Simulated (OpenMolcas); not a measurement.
**PH2 (SMILES [PH2]): a chain of runs**

Aim: a single-point energy (ROHF/pcseg-0), then a single-point energy (FCI/pcseg-0), then the vertical excitations of PH2. 

The results are computed with OpenMolcas 26.06.

## 1. The molecule

PH2 has 3 atoms, charge 0, and is taken as a doublet. As SMILES, `[PH2]`. The shape is that of a PBE0-D4/def2-TZVP optimisation.

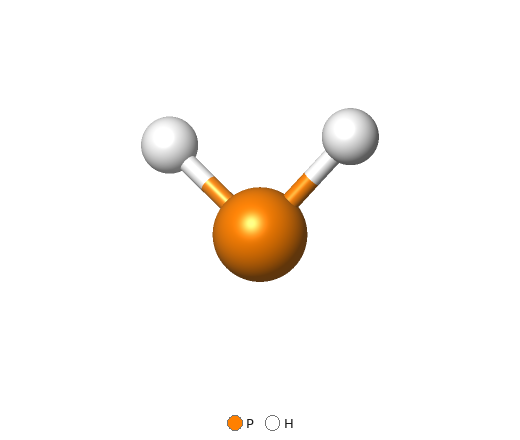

The structure, seen from a chosen angle (phosphorus orange, hydrogen white).

## 2. The energy at ROHF/pcseg-0 (run 1)

Input file step1.input:

```
* H2P Hartree-Fock

&GATEWAY
  BasLib=$CurrDir
  Coord
  3
  angstrom
  P        0.525730      -0.309370       0.258210
  H        0.114640       1.051490       0.176750
  H       -0.640370      -0.742120      -0.434970
  Basis=pcseg-0
  Group=NoSym

&SEWARD

&SCF
  UHF
  Spin=2
  PrOrbitals=1 1

&RASSCF
  FileOrb=$Project.UnaOrb
  Spin=2
  Nactel=1 0 0
  Inactive=8
  Ras2=1
  OutOrbitals=Canonical
  OrbListing=Nothing
```

The basis set pcseg-0 is read from a file made from the Basis Set Exchange's data (not shown).

The run is started by

```sh
export MOLCAS_MEM=1860
pymolcas step1.input > step1.log
```

Output:

```text
--- Start Module: gateway ---
[...]
--- Stop Module: gateway /rc=_RC_ALL_IS_WELL_ ---
[...]
      Basis functions           17
[...]
--- Start Module: scf ---
[...]
       Convergence after  10 Iterations
[...]
::    Total SCF energy                               -341.4075544038
[...]
      Total spin, S                                     0.5035093236
[...]
--- Stop Module: scf /rc=_RC_ALL_IS_WELL_ ---
--- Start Module: rasscf ---
[...]
      Number of active orbitals                  1
[...]
      Spin quantum number                      0.5
[...]
      Active orbitals                            1
[...]
      Number of CSFs                             1
[...]
      Number of root(s) required                 1
[...]
      Convergence after  7 iterations
[...]
      printout of CI-coefficients larger than  0.05 for root  1
      energy=    -341.406050
      conf/sym  1     Coeff  Weight
             1  u   1.00000 1.00000
      Natural orbitals and occupation numbers for root  1
      sym 1:   1.000000
      ************************************************************************************************************************
      *                                                    Final results                                                     *
[...]
::    RASSCF root number  1 Total energy:   -341.40605009
[...]
      Total electronic charge=   17.000000
      Total            charge=   -0.000000
[...]
      Dipole Moment (debye):
      Origin of the operator (angstrom)=    0.4775   -0.2810    0.2345
                   X= -1.0495E+00               Y=  6.1755E-01               Z= -5.1544E-01           Total=  1.3223E+00
      Quadrupole Moment (debye*angstrom):
[...]
--- Stop Module: rasscf /rc=_RC_ALL_IS_WELL_ ---
[...]
```

It took 2.3 s on 1 thread of Arm Neoverse V1, shared host; peak memory 0.37 GiB.

## 3. A single-point energy at FCI/pcseg-0 (run 2)

Input file step2.input:

```
* H2P full CI

&GATEWAY
  BasLib
  $CurrDir
  Coord
  3
  angstrom
  P        0.525730      -0.309370       0.258210
  H        0.114640       1.051490       0.176750
  H       -0.640370      -0.742120      -0.434970
  Basis
  pcseg-0
  Group
  NoSym

&SEWARD

&RASSCF
  FileOrb
  $CurrDir/step1.RasOrb
  Spin
  2
  Nactel
  7 0 0
  Inactive
  5
  Ras2
  12
  CIRoot
  3 3 1
  OrbListing
  Nothing
  CIOnly
```

The basis set pcseg-0 is read from a file made from the Basis Set Exchange's data (not shown).

The run is started by

```sh
export MOLCAS_MEM=1860
pymolcas step2.input > step2.log
```

Output:

```text
[...]
      Basis functions           17
[...]
      Number of active orbitals                 12
[...]
      Spin quantum number                      0.5
[...]
      Active orbitals                           12
[...]
      Number of CSFs                         56628
[...]
      Number of root(s) required                 3
[...]
      printout of CI-coefficients larger than  0.05 for root  1
      energy=    -341.474037
      conf/sym  111111111111     Coeff  Weight
             1  222u00000000   0.97550 0.95159
            24  220u20000000   0.06350 0.00403
            27  202u20000000   0.06390 0.00408
           101  2uduud000000  -0.06128 0.00375
[...]
      Natural orbitals and occupation numbers for root  1
      sym 1:   1.984169   1.960620   1.965794   0.997154   0.039228   0.029670   0.008192   0.004637   0.003784   0.003878
               0.001485   0.001388
      Natural orbitals and occupation numbers for root  2
      sym 1:   1.975095   1.954686   1.003553   1.984505   0.030713   0.027303   0.005669   0.004415   0.003384   0.008480
               0.000835   0.001361
      Natural orbitals and occupation numbers for root  3
      sym 1:   1.977744   1.047160   1.931587   1.903500   0.074856   0.037504   0.008847   0.003867   0.003962   0.007992
               0.001641   0.001337
[...]
::    RASSCF root number  1 Total energy:   -341.47403705
::    RASSCF root number  2 Total energy:   -341.37263702
::    RASSCF root number  3 Total energy:   -341.26478142
[...]
      Total electronic charge=   17.000000
      Total            charge=   -0.000000
[...]
      Dipole Moment (debye):
      Origin of the operator (angstrom)=    0.4775   -0.2810    0.2345
                   X= -2.0721E+00               Y=  1.2193E+00               Z= -1.0177E+00           Total=  2.6107E+00
      Quadrupole Moment (debye*angstrom):
[...]
```

Run time: 4.2 s. Hardware: 1 thread of Arm Neoverse V1, shared host; peak memory 0.37 GiB.

The roots found:

| excited state | energy (eV) |
| --- | --- |
| 1 | 2.759 |
| 2 | 5.694 |

## 4. The vertical excitations at FCI/pcseg-0 (run 3)

Input file step3.inp:

```
* H2P full CI
&gateway
baslib
$CurrDir
coord
3
angstrom
P        0.525730      -0.309370       0.258210
H        0.114640       1.051490       0.176750
H       -0.640370      -0.742120      -0.434970
basis
pcseg-0
group
NoSym
&seward
&rasscf
fileorb
$CurrDir/step1.RasOrb
spin
2
nactel
7 0 0
inactive
5
ras2
12
ciroot
4 4 1
orblisting
Nothing
cionly
&rassi
nrofjobiphs
1 all
```

The basis set pcseg-0 is read from a file made from the Basis Set Exchange's data (not shown).

The run is started by

```sh
export MOLCAS_MEM=1860
pymolcas step3.inp > step3.log
```

Output:

```text
[...]
      Basis functions           17
[...]
      Number of active orbitals                 12
[...]
      Spin quantum number                      0.5
[...]
      Active orbitals                           12
[...]
      Number of CSFs                         56628
[...]
      Number of root(s) required                 4
[...]
      Natural orbitals and occupation numbers for root  1
      sym 1:   1.984169   1.960620   1.965794   0.997154   0.039228   0.029670   0.008192   0.004637   0.003784   0.003878
               0.001485   0.001388
      Natural orbitals and occupation numbers for root  2
      sym 1:   1.975095   1.954686   1.003553   1.984505   0.030713   0.027303   0.005669   0.004415   0.003384   0.008480
               0.000835   0.001361
      Natural orbitals and occupation numbers for root  3
      sym 1:   1.977745   1.047161   1.931584   1.903500   0.074858   0.037504   0.008847   0.003867   0.003962   0.007992
               0.001641   0.001337
      Natural orbitals and occupation numbers for root  4
      sym 1:   1.974032   1.931694   1.935689   0.129326   0.958413   0.040990   0.007858   0.008874   0.004225   0.001535
               0.005398   0.001965
[...]
::    RASSCF root number  1 Total energy:   -341.47403705
::    RASSCF root number  2 Total energy:   -341.37263702
[...]
      Dipole Moment (debye):
      Origin of the operator (angstrom)=    0.4775   -0.2810    0.2345
                   X=  1.5542E-01               Y= -9.1579E-02               Z=  7.6321E-02           Total=  1.9587E-01
      Quadrupole Moment (debye*angstrom):
[...]
::    RASSI State    1     Total energy:    -341.47403704949977
::    RASSI State    2     Total energy:    -341.37263702452958
::    RASSI State    3     Total energy:    -341.26478142301056
::    RASSI State    4     Total energy:    -341.22454328009536
[...]
```

Run time: 17 s. Hardware: 1 thread of Arm Neoverse V1, shared host; peak memory 0.37 GiB.

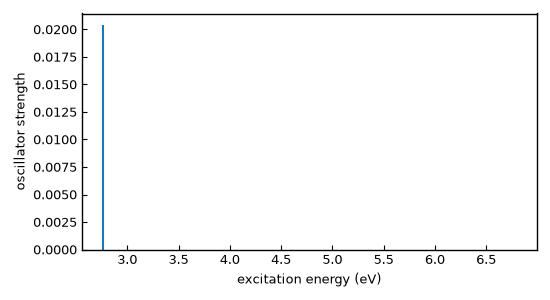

Vertical excitations as sticks.

The roots found:

| excited state | energy (eV) | strength |
| --- | --- | --- |
| 1 | 2.759 | 0.0204 |
| 2 | 5.694 | 0.0000 |
| 3 | 6.789 | 0.0000 |

## 5. Outcome

| quantity | value |
| --- | --- |
| run 1, ROHF/pcseg-0: total energy | -341.40605 Eh |
| run 1, ROHF/pcseg-0: dipole moment | 1.32 D |
| run 2, FCI/pcseg-0: total energy | -341.47404 Eh |
| run 2, FCI/pcseg-0: lowest excitation energy within this active space | 2.76 eV |

In words: The brightest of the 3 transitions from the ground state lies at 2.76 eV (449 nm, f = 0.020).
